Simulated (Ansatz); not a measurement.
Relaxed GaN (zinc blende):

```
CELL_PARAMETERS angstrom
      0.00000     4.49817     4.49817
      2.24908     2.24908     4.49817
      2.24908     2.24908     0.00000
ATOMIC_POSITIONS crystal
  N  0.00000 0.75000 0.75000
  N  0.50000 0.75000 0.75000
  Ga 0.00000 0.00000 0.00000
  Ga 0.50000 0.00000 0.00000
```

The atoms are displaced by Q × the pattern below (from a DFPT mode at X = (0.5, 0.5, 0.0), largest move 1; Q in Å), at fixed cell. It is one choice among 2 degenerate patterns. (q is in reciprocal vectors of the primitive cell; the cell shown is doubled to hold the pattern.)

```tsv
atom	x	y	z
N1	0.579	0.000	0.000
N2	-0.579	0.000	0.000
Ga3	0.000	1.000	0.000
Ga4	0.000	-1.000	0.000
```

The numbers are results of r2SCAN (plane waves to 500 eV, PAW, scalar-relativistic; Ansatz, an electronic-structure program), not measurements. k mesh 13×13×13 (Γ-centred), Fermi-Dirac smearing 0.05 eV. Energies are smeared free energies. GaN was relaxed with its symmetry unable to fall. The PAW data are Ansatz's earlier set. The zero of ΔE is the undisplaced structure.

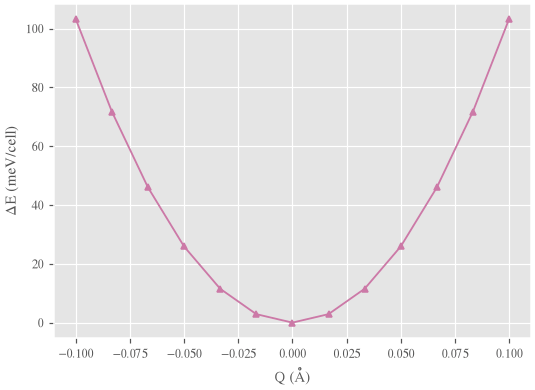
Fig. 1. ΔE (meV/cell) against Q (Å); one marker a computed point.

### Question
What is the energy change at Q = 0.100 Å?

### Answer
About 100 meV/cell.

### Question
What harmonic wavenumber does the curvature at Q = 0 give?

### Answer
About 190 cm⁻¹.

(A displaced cell: forces are minus the slopes of the energy, force constants its curvatures, and phonons follow from these.)
